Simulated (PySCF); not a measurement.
Input

```
{"job": {"kind": "nmr", "xc": "PBE0", "basis": "pcSseg-1"}, "charge": 0, "multiplicity": 1}
N      3.594161    -1.156934     1.307414
C      2.711822    -0.935929     0.610580
Si     1.310712    -0.497558    -0.538189
Si     0.447586     1.655342    -0.451602
C     -1.241849     1.058320     0.228789
C     -1.487670    -0.399157    -0.174261
C     -0.303508    -1.290150     0.191857
F     -0.200661    -1.344457     1.578477
H      1.637019    -1.202113    -1.787053
H      1.077243     2.627756     0.442764
H      0.275919     2.270949    -1.774360
H     -2.073060     1.675683    -0.112197
H     -1.235156     1.117218     1.319002
H     -2.388863    -0.773856     0.319878
H     -1.641240    -0.473528    -1.254382
H     -0.490055    -2.322643    -0.122889
```

Run with:

```sh
OMP_NUM_THREADS=1 python probes_run.py task.json out
```

Geometry: GFN2-xTB.

Theory: PySCF 2.14.0, PBE0/pcSseg-1, SCF density, gas phase, non-relativistic.

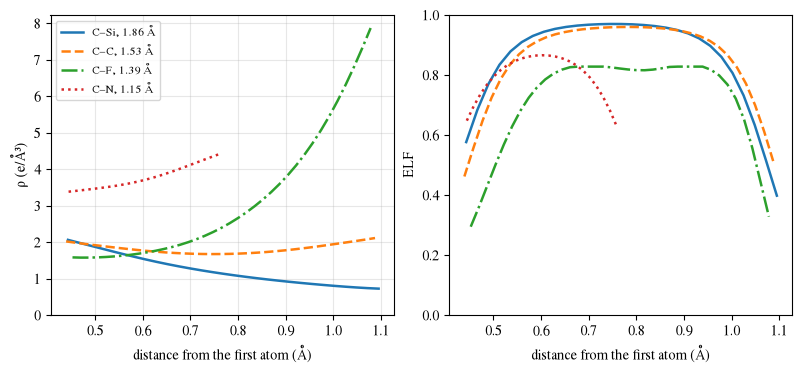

C$_{4}$H$_{8}$FNSi$_{2}$. Electron density and ELF along straight lines between neighbouring atoms. The curves leave out the atomic cores.

**Compare the contacts.**

C–Si (1.86 Å): ρ is about 0.88 e/Å³ halfway; the ELF peaks at about 1 between the atoms: a shared electron pair.
C–C (1.53 Å): ρ at the midpoint is about 1.7 e/Å³; the ELF peaks at about 0.95 between the atoms; a shared electron pair.
C–F (1.39 Å): ρ at the midpoint is about 2 e/Å³, with its minimum of 1.6 e/Å³ about 0.5 Å from C; the ELF peaks at about 0.85 between the atoms (a polar covalent bond).
C–N (1.15 Å): the density is about 3.6 e/Å³ at the midpoint; the ELF peaks at about 0.85 between the atoms; a short, multiple covalent bond.
